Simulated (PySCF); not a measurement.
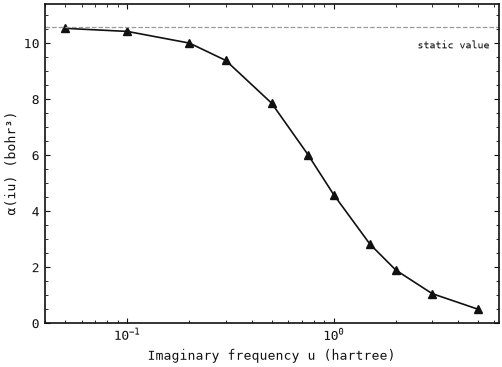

Dipole polarisability at imaginary frequency of Ba²⁺ ([Xe]). Coupled response at the PBE level; PySCF, aug-cc-pVTZ-X2C, spin-free X2C-1e, unrestricted single determinants, no spin-orbit coupling.

Q: Give the static polarisability, its fall-off and C₆.

A: The static dipole polarisability is 10.6 bohr³; α(iu) falls to half of it near u = 0.87 hartree. The Casimir–Polder integral gives C₆ = 74.6 hartree bohr⁶ for two such species.
